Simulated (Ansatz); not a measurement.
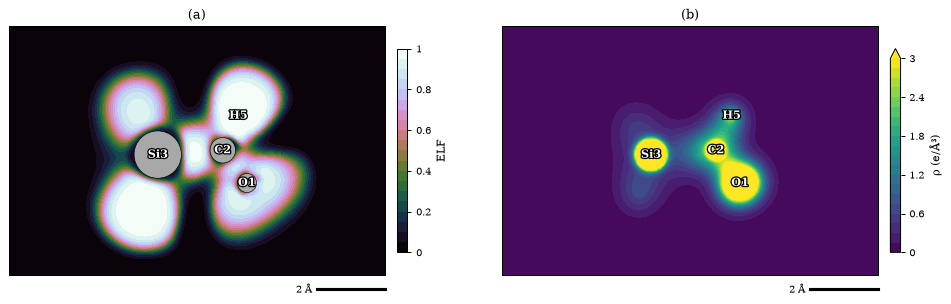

Figure. CH₆OSi₂ (SMILES O=C[SiH2][SiH3]). (a) ELF; (b) total electron density on the plane of atoms O1, C2 and H5. Grey discs cover the atomic cores in the ELF map.

Geometry: PBE0-D4/def2-TZVP.

Computed with RKS PBE0-D4/def2-TZVPP (Ansatz).

Input

```
crystal:
  periodic: [false, false, false]
  atoms:
    - {symbol: O, position_ang: [-1.216151, -0.266843, -2.411504]}
    - {symbol: C, position_ang: [-1.210417, 0.370313, -1.390391]}
    - {symbol: Si, position_ang: [0.402789, 0.744252, -0.402569]}
    - {symbol: Si, position_ang: [0.586544, -0.851884, 1.302404]}
    - {symbol: H, position_ang: [-2.175884, 0.742596, -0.968812]}
    - {symbol: H, position_ang: [0.277725, 2.101988, 0.196888]}
    - {symbol: H, position_ang: [1.557576, 0.689596, -1.333472]}
    - {symbol: H, position_ang: [1.776776, -0.566358, 2.146422]}
    - {symbol: H, position_ang: [0.715981, -2.208134, 0.709697]}
    - {symbol: H, position_ang: [-0.631839, -0.806725, 2.154337]}
basis:
  gaussian: {orbitals: def2-TZVPP}
hamiltonian: {xc: pbe0, dispersion: d4}
output: {orbitals: {seedname: orbitals}}
```

Command:

```sh
ansatz run in.yaml --threads 2 --pin off --events-out ev --progress --plain --max-ram 4352MiB
```

Question: What does the map show?

Answer: Atoms in the plane: O, C, Si and H.
C–O (1.20 Å): ρ is about 3.4 e/Å³ halfway; the ELF peaks at about 0.85 between the atoms (a short, multiple covalent bond).
C–Si (1.93 Å): ρ is about 0.91 e/Å³ halfway; the ELF peaks at about 1 between the atoms; a covalent bond.
C–H (1.12 Å): ρ is about 2 e/Å³ halfway; the ELF climbs to about 1 towards the hydrogen, as it does in any bond to H (an ordinary covalent bond to hydrogen).
The ELF also peaks beside O1, away from the bonds: lone-pair regions.
